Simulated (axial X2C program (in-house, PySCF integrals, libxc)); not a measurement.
**All-electron X2C curves of TlNa⁻ in the non-relativistic limit (speed of light times 100)**

Aim: find the lowest determinant of TlNa⁻, scan the bond at several levels and fit the constants.

Program: an in-house X2C program for linear molecules on PySCF integrals. Level of theory: all-electron X2C, Tl dyall-av3z, Na dyall-av3z. These are calculated values, not measurements.

### 1 Set-up

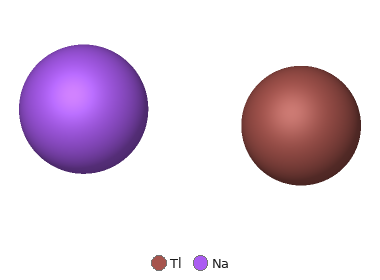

The two atoms at 2.990 Å (thallium brown, sodium purple).

File task.json:

```json
{"zs": [81, 11], "q": -1, "bas": ["dyall-av3z", "dyall-av3z"], "levels": ["PBE0", "HF", "B3LYP", "B97-3"], "cc": false, "r0": 2.99, "npts": 10, "nst": 2, "ntry": 6, "opt": {"cfac": 100}}
```

Keys: zs atomic numbers; q charge; bas basis sets; levels methods (HF also brings MP2); cc coupled cluster on or off; r0 starting distance in Å; npts points asked for on the curve; nst determinants followed; ntry starts of the search; cfac factor on the speed of light (100 gives the non-relativistic limit).

On the command line:

```bash
python so2c.py task.json out
```

The Hamiltonian is the X2C one with the speed of light multiplied by 100, which is the non-relativistic limit. Basis: Tl dyall-av3z contracted to [12s11p9d6f], Na dyall-av3z contracted to [10s9p5d2f]; Gaussian nuclei, density fitting. Masses: Tl 204.974 u, Na 22.990 u.

Notation: σ, π±, δ± give the projection m of an orbital's angular momentum (0, ±1, ±2), α and β its spin, Λ and M_S the sums; ω is the projection of a spinor's total angular momentum and Ω the sum. Logs are in hartree.

The results follow Hamiltonian by Hamiltonian and level by level.

### 2 Search for the lowest determinant

PBE0 moves the distance from 2.990 Å to 3.358 Å and compares determinants there.

Spin-free determinants:

```csv
ΔE (eV),state,open shells
0.00,"M_S = 1/2, Λ = 1",beyond closed shells: π+α
0.30,"M_S = 3/2, Λ = 0","beyond closed shells: σα, π+α, π-α"
0.40,"M_S = 3/2, Λ = 1","beyond closed shells: 2 × σα, π+α"
0.46,"M_S = 1/2, Λ = 0",beyond closed shells: σα
0.48,"M_S = 1/2, Λ = 0","beyond closed shells: σβ, π+α, π-α"
0.60,"M_S = 1/2, Λ = 1","beyond closed shells: 2 × σα, π+β"
0.80,"M_S = 1/2, Λ = 2","beyond closed shells: σα, π+α, π+β"
```

### 3 PBE0, non-rel.

State followed: M_S = 1/2, Λ = 1 (beyond closed shells: π+α). The scan is laid around 3.358 Å, a first estimate of the minimum, and this SCF restarts from the orbitals of the search.

Output at 3.358 Å:

```text
spin-free X2C-1e  PBE0
basis functions 208  fitting functions 1305  grid points 5088
iter        total energy     max residual
   1     -19127.508551881     4.50e-05
   2     -19127.508551916     3.53e-05
   3     -19127.508551935     6.88e-06
   4     -19127.508551937     7.01e-06
converged
one-electron -26710.47175388  Coulomb 7813.15757055  exact exchange -91.54873505  xc functional -279.05566778  nuclear repulsion 140.41003423
```

Along the bond, energies from the lowest point:

```
R (Å)  E (eV)  μ (D)  HOMO (eV)  LUMO (eV)  iterations
2.921  0.1317  -5.62       0.20       1.30          40
3.056  0.0546  -5.80       0.22       1.30          29
3.156  0.0213  -5.95       0.22       1.31          25
3.257  0.0045  -6.11       0.22       1.31          19
3.358  0.0000  -6.29       0.22       1.32           4
3.475  0.0062  -6.51       0.22       1.32          22
3.593  0.0221  -6.73       0.21       1.32          18
3.744  0.0511  -7.02       0.20       1.33          22
3.929  0.0953  -7.37       0.18       1.33          22
4.197  0.1659  -7.88       0.15       1.34          23
```

Dipoles are positive if Na is the positive end and refer to the centre of mass.

Outer orbitals at the reference distance:

```json
{"symmetry": "π+β", "occupied": "yes", "ε (eV)": "-27.79", "atomic character": "100% Na p"}
{"symmetry": "π-β", "occupied": "yes", "ε (eV)": "-27.79", "atomic character": "100% Na p"}
{"symmetry": "π+α", "occupied": "yes", "ε (eV)": "-27.78", "atomic character": "100% Na p"}
{"symmetry": "π-α", "occupied": "yes", "ε (eV)": "-27.78", "atomic character": "100% Na p"}
{"symmetry": "σβ", "occupied": "yes", "ε (eV)": "-27.76", "atomic character": "100% Na p"}
{"symmetry": "σα", "occupied": "yes", "ε (eV)": "-27.76", "atomic character": "100% Na p"}
{"symmetry": "δ+α", "occupied": "yes", "ε (eV)": "-16.03", "atomic character": "100% Tl d"}
{"symmetry": "δ-α", "occupied": "yes", "ε (eV)": "-16.01", "atomic character": "100% Tl d"}
{"symmetry": "π+α", "occupied": "yes", "ε (eV)": "-15.96", "atomic character": "100% Tl d"}
{"symmetry": "δ-β", "occupied": "yes", "ε (eV)": "-15.95", "atomic character": "100% Tl d"}
{"symmetry": "δ+β", "occupied": "yes", "ε (eV)": "-15.95", "atomic character": "100% Tl d"}
{"symmetry": "π-α", "occupied": "yes", "ε (eV)": "-15.95", "atomic character": "100% Tl d"}
{"symmetry": "σα", "occupied": "yes", "ε (eV)": "-15.94", "atomic character": "100% Tl d"}
{"symmetry": "π-β", "occupied": "yes", "ε (eV)": "-15.87", "atomic character": "100% Tl d"}
{"symmetry": "π+β", "occupied": "yes", "ε (eV)": "-15.87", "atomic character": "100% Tl d"}
{"symmetry": "σβ", "occupied": "yes", "ε (eV)": "-15.86", "atomic character": "100% Tl d"}
{"symmetry": "σα", "occupied": "yes", "ε (eV)": "-4.59", "atomic character": "76% Tl s, 11% Na p, 7% Na s"}
{"symmetry": "σβ", "occupied": "yes", "ε (eV)": "-3.67", "atomic character": "76% Tl s, 10% Na p, 7% Na s"}
{"symmetry": "σα", "occupied": "yes", "ε (eV)": "-0.22", "atomic character": "66% Tl p, 27% Na s, 3% Na p"}
{"symmetry": "σβ", "occupied": "yes", "ε (eV)": "0.08", "atomic character": "56% Na s, 25% Tl p, 12% Na p"}
{"symmetry": "π+α", "occupied": "yes", "ε (eV)": "0.22", "atomic character": "80% Tl p, 12% Na p, 8% Na d"}
{"symmetry": "σβ", "occupied": "no", "ε (eV)": "1.32", "atomic character": "68% Na p, 27% Na s, 4% Tl p"}
{"symmetry": "π-α", "occupied": "no", "ε (eV)": "1.38", "atomic character": "56% Tl p, 39% Na p, 5% Na d"}
{"symmetry": "π-β", "occupied": "no", "ε (eV)": "1.39", "atomic character": "99% Na p"}
{"symmetry": "π+β", "occupied": "no", "ε (eV)": "1.39", "atomic character": "99% Na p"}
```

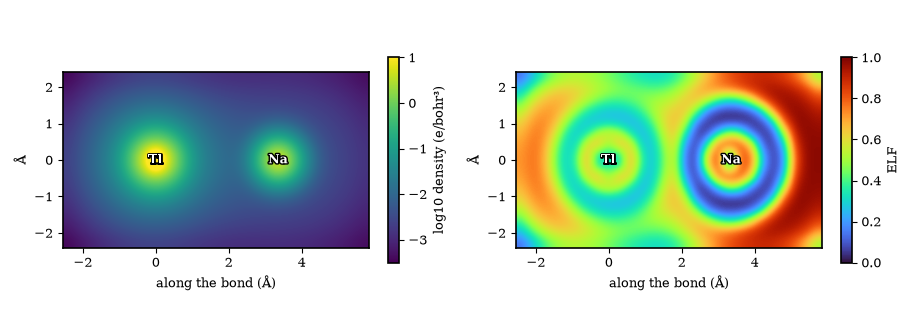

PBE0 fields in a plane through the axis, from a grid of 0.3 Å; Tl lies at z = 0 and Na at z = 3.358 Å; the ELF is damped to zero where the density is low.

Re = 3.351 Å, ωe = 111.0 cm⁻¹, ωexe = 0.618 cm⁻¹, Be = 0.07263 cm⁻¹, De = 0.917 eV, μ = -6.28 D. ⟨S²⟩ = 1.13 against 0.75 for a pure state, so this determinant mixes spins.

### 4 HF, non-rel.

Output at 3.358 Å:

```text
spin-free X2C-1e  HF
basis functions 208  fitting functions 1305  grid points 5088
iter        total energy     max residual
   1     -19123.099089319     2.52e-01
   2     -19123.128120255     1.52e-02
   3     -19123.131462933     2.24e-02
   4     -19123.133460356     1.58e-02
   5     -19123.134299068     2.38e-03
   6     -19123.134449876     2.74e-03
   7     -19123.134473350     7.09e-04
   8     -19123.134481756     4.60e-04
   9     -19123.134483948     3.49e-04
  10     -19123.134484718     6.75e-05
  11     -19123.134484899     5.09e-05
  12     -19123.134484941     3.54e-05
  13     -19123.134484949     5.76e-06
  14     -19123.134484951     4.78e-06
  15     -19123.134484951     3.13e-06
  16     -19123.134484951     7.09e-07
converged
one-electron -26711.14164331  Coulomb 7814.00236220  exact exchange -366.40523807  xc functional 0.00000000  nuclear repulsion 140.41003423
```

Re = 3.548 Å, ωe = 96.6 cm⁻¹, ωexe = 0.516 cm⁻¹, Be = 0.06477 cm⁻¹, De = 0.582 eV, μ = -8.07 D. ⟨S²⟩ = 1.61 against 0.75 for a pure state, so this determinant mixes spins.

### 5 B3LYP, non-rel.

The SCF at the reference distance of 3.358 Å:

```text
spin-free X2C-1e  B3LYP
basis functions 208  fitting functions 1305  grid points 5088
iter        total energy     max residual
   1     -19128.149173666     2.40e-02
   2     -19128.151105033     3.36e-03
   3     -19128.151298954     5.00e-03
   4     -19128.151563191     1.81e-03
   5     -19128.151810522     1.54e-03
   6     -19128.151897306     1.18e-03
   7     -19128.151929715     5.61e-04
   8     -19128.151936765     3.78e-04
   9     -19128.151940293     2.26e-04
  10     -19128.151941309     8.45e-05
  11     -19128.151941533     3.78e-05
  12     -19128.151941584     2.69e-05
  13     -19128.151941611     2.29e-05
  14     -19128.151941623     9.15e-06
  15     -19128.151941625     2.88e-06
converged
one-electron -26709.76416991  Coulomb 7812.41362582  exact exchange -73.22762264  xc functional -297.98380912  nuclear repulsion 140.41003423
```

Re = 3.332 Å, ωe = 111.6 cm⁻¹, ωexe = 0.724 cm⁻¹, Be = 0.07345 cm⁻¹, De = 0.926 eV, μ = -5.40 D.

### 6 B97-3, non-rel.

The SCF at the reference distance of 3.358 Å:

```text
spin-free X2C-1e  B97-3
basis functions 208  fitting functions 1305  grid points 5088
iter        total energy     max residual
   1     -19127.490492743     1.52e-02
   2     -19127.492118452     3.77e-03
   3     -19127.492492264     2.89e-03
   4     -19127.492594605     1.21e-03
   5     -19127.492653308     8.66e-04
   6     -19127.492693206     6.74e-04
   7     -19127.492707009     1.83e-04
   8     -19127.492710041     1.73e-04
   9     -19127.492710725     1.26e-04
  10     -19127.492711013     3.21e-05
  11     -19127.492711067     3.20e-05
  12     -19127.492711081     7.70e-06
  13     -19127.492711085     4.84e-06
converged
one-electron -26710.89783248  Coulomb 7813.59883605  exact exchange -98.61473984  xc functional -271.98900903  nuclear repulsion 140.41003423
```

Re = 3.375 Å, ωe = 108.2 cm⁻¹, Be = 0.07159 cm⁻¹, De = 0.885 eV, μ = -6.04 D. ⟨S²⟩ = 0.95 against 0.75 for a pure state, so this determinant mixes spins.

### 7 MP2, non-rel.

Correlated methods: 23 electrons correlated (frozen shells, counted by type: Tl 5 s, 4 p, 2 d, 1 f; Na 1 s), 303 virtual spinors in MP2.

MP2: No constants are quoted: the reference is strongly spin-contaminated.

### 8 A higher determinant, non-rel.

State: M_S = 3/2, Λ = 0 (beyond closed shells: σα, π+α, π-α).

Output at the reference distance:

```text
spin-free X2C-1e  PBE0
basis functions 208  fitting functions 1305  grid points 5088
iter        total energy     max residual
   1     -19127.497649948     7.23e-05
   2     -19127.497650073     6.22e-05
   3     -19127.497650140     2.25e-05
   4     -19127.497650151     2.03e-05
   5     -19127.497650160     7.22e-06
converged
one-electron -26710.88440151  Coulomb 7813.58297544  exact exchange -91.55128266  xc functional -279.05497566  nuclear repulsion 140.41003423
```

```
R (Å)  E above the lowest PBE0 point (eV)
2.921                               0.272
3.056                               0.253
3.156                               0.257
3.257                               0.273
3.358                               0.297
3.475                               0.330
3.593                               0.368
3.744                               0.418
3.929                               0.478
```

No constants are quoted: fits of two degrees disagree.

### 9 The non-rel. curves together

Energy (eV) of the followed determinant, non-rel., from each level's lowest point:

```
R (Å)   PBE0     HF  MP2 (spin-contaminated)  B3LYP  B97-3
2.921  0.132  0.249                    0.146  0.121  0.144
3.056  0.055  0.134                    0.064  0.048  0.063
3.156  0.021  0.077                    0.028  0.017  0.026
3.257  0.005  0.038                    0.008  0.003  0.007
3.358  0.000  0.014                    0.000  0.000  0.000
3.475  0.006  0.001                    0.003  0.008  0.004
3.593  0.022  0.000                    0.015  0.025  0.017
3.744  0.051  0.011                    0.041  0.054  0.044
3.929  0.095  0.037                    0.081  0.098  0.085
4.197  0.166  0.089                    0.149  0.165  0.152
```

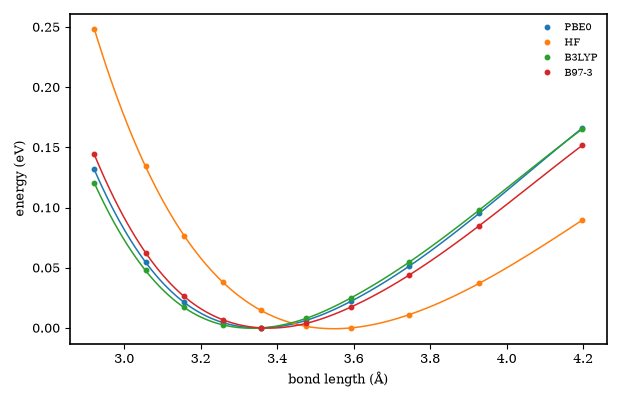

Curves of the followed state, non-rel., each from its own lowest point. Left out: MP2.

The whole job took 5.7 min on 1 thread of Arm Neoverse N1, shared host; peak memory 0.51 GiB.

### 10 Results

Lowest determinant that the search found at its distance, non-rel.: M_S = 1/2, Λ = 1 (beyond closed shells: π+α).

```json
{"Hamiltonian": "non-rel.", "level": "PBE0", "Re (Å)": "3.351", "ωe (cm⁻¹)": "111.0", "De (eV)": "0.917", "μ (D)": "-6.28"}
{"Hamiltonian": "non-rel.", "level": "HF", "Re (Å)": "3.548", "ωe (cm⁻¹)": "96.6", "De (eV)": "0.582", "μ (D)": "-8.07"}
{"Hamiltonian": "non-rel.", "level": "B3LYP", "Re (Å)": "3.332", "ωe (cm⁻¹)": "111.6", "De (eV)": "0.926", "μ (D)": "-5.40"}
{"Hamiltonian": "non-rel.", "level": "B97-3", "Re (Å)": "3.375", "ωe (cm⁻¹)": "108.2", "De (eV)": "0.885", "μ (D)": "-6.04"}
```

Dipoles are positive if Na is the positive end and refer to the centre of mass. No constants: non-rel. MP2 (the reference is strongly spin-contaminated). Spin-free ⟨S²⟩ is off its pure value at PBE0 1.13, HF 1.61, B97-3 0.95.

Time per point (s) on 1 thread of Arm Neoverse N1, shared host (non-rel. runs); the times are rough: PBE0 3.1, HF 2.2, B3LYP 3.4, B97-3 3.4.

In words: Bond lengths run from 3.332 Å (non-rel. B3LYP) to 3.548 Å (non-rel. HF).

De refers to Tl- + Na; at B3LYP, spin-free, to Tl + Na-; at B97-3, spin-free, to Tl + Na-, each in the lowest determinant found, which need not be this curve's own limit. Each curve is one determinant whose occupation by symmetry is held fixed; it was picked as the lowest of a PBE0 search that is not exhaustive. De is counted from the lowest determinant-based energies of the atoms at the same level, without counterpoise correction. The spin-free determinant is spin-contaminated at some levels. These are model numbers, with the speed of light changed.
